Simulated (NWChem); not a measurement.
**C2H3N (SMILES C#CN): MP2/6-31G(d) (spherical functions, tol2e 1e-06)**

What is the vertical ionisation energy of C2H3N at MP2/6-31G* (spherical functions, tol2e 1e-06)? 

The calculation is run with NWChem 7.3.0.

4 further runs of the same task are left out: 3 that didn't finish, 1 set aside as unsound or not needed.

## Step 1: The structure to begin with

C2H3N has 6 atoms, charge 0, and is taken as a singlet. As SMILES, `C#CN`. The coordinates come from a PBE0-D4/def2-TZVP relaxation.

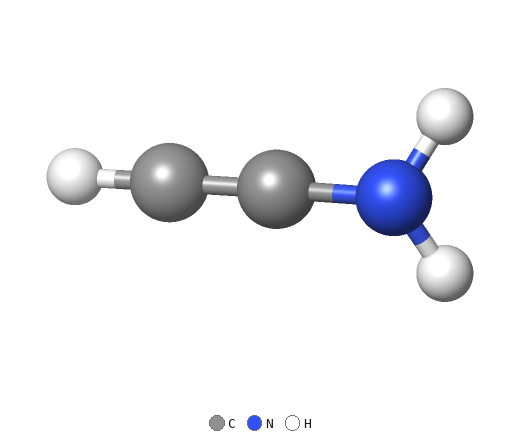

The structure, seen from a chosen angle (carbon grey, nitrogen blue, hydrogen white).

## Step 2: A single-point energy at MP2/6-31G(d) (spherical functions, tol2e 1e-06)

Input file c2h3n.nw:

```
start c2h3n
title "C2H3N"
memory 2200 mb

geometry units angstrom noautosym nocenter noautoz
  C    -1.168700   -0.477700   -0.707000
  C    -0.183100   -0.153000   -0.100700
  N     0.923600    0.147300    0.599600
  H    -2.040400   -0.760400   -1.244800
  H     1.728200    0.390500    0.041600
  H     0.782500    0.789200    1.365100
end

basis spherical bse
  * library 6-31G*
end

scf
  thresh 1e-08
  maxiter 80
  tol2e 1e-06
  noprint "final vectors analysis"
end

mp2
  freeze core 3
end

task mp2
```

On the command line:

```console
$ nwchem c2h3n.nw > c2h3n.out
```

The log of the run:

```text
[...]
  functions       =    48
[...]
  wavefunction    = RHF
[...]
         Total SCF energy =   -131.844011497303
      One-electron energy =   -295.805751575894
      Two-electron energy =    104.278307283786
 Nuclear repulsion energy =     59.683432794805
        Time for solution =      1.6s
[...]
          Total MP2 energy          -132.247436226250
[...]
```

It took 2.4 s on 1 thread of AMD EPYC 9R45 (Zen 5), shared host; peak memory 0.11 GiB.

## Step 3: The doublet cation at the same level

Input file m1.nw:

```
start m1
title "C2H3N"
memory stack 880 mb heap 220 mb global 1100 mb
charge 1

geometry units angstrom noautosym nocenter noautoz
  C       -1.168700      -0.477700      -0.707000
  C       -0.183100      -0.153000      -0.100700
  N        0.923600       0.147300       0.599600
  H       -2.040400      -0.760400      -1.244800
  H        1.728200       0.390500       0.041600
  H        0.782500       0.789200       1.365100
end

basis "ao basis" spherical bse
  * library 6-31G*
end

scf
  doublet
  uhf
  thresh 1e-08
  maxiter 80
  tol2e 1e-06
  noprint "final vectors analysis"
end

mp2
  freeze core 3
end

task mp2 energy
```

On the command line:

```console
$ nwchem m1.nw > m1.out
```

The log of the run:

```text
[...]
  functions       =    48
[...]
  wavefunction    = UHF
[...]
         Total SCF energy =   -131.555503378188
      One electron energy =   -289.031443719679
      Two electron energy =     97.792507546686
 Nuclear repulsion energy =     59.683432794805
                       Sz =      0.5000
                 Sz(Sz+1) =      0.7500
                      S^2 =      0.8555
[...]
          Total MP2 energy          -131.920616295185
[...]
```

It took 4.8 s on 1 thread of AMD EPYC 9R45 (Zen 5), shared host; peak memory 0.11 GiB.

## Step 4: Outcome

At MP2/6-31G* (spherical functions, tol2e 1e-06), 3 core orbitals frozen:

| quantity | value |
| --- | --- |
| singlet C2H3N: total energy | -132.24744 Eh |
| singlet C2H3N: correlation energy (3 core orbitals frozen) | -403.4 mEh |
| doublet cation: total energy | -131.92062 Eh |
| doublet cation: correlation energy (3 core orbitals frozen) | -365.1 mEh |
| doublet cation: ⟨S²⟩ of the reference determinant | 0.856 |
| vertical ionisation energy (to the doublet cation) | 8.893 eV |

Removing an electron at fixed nuclei costs 8.89 eV (205 kcal/mol). ⟨S²⟩ (doublet cation) is 0.86 where a pure doublet has 0.75: the reference is spin-contaminated.
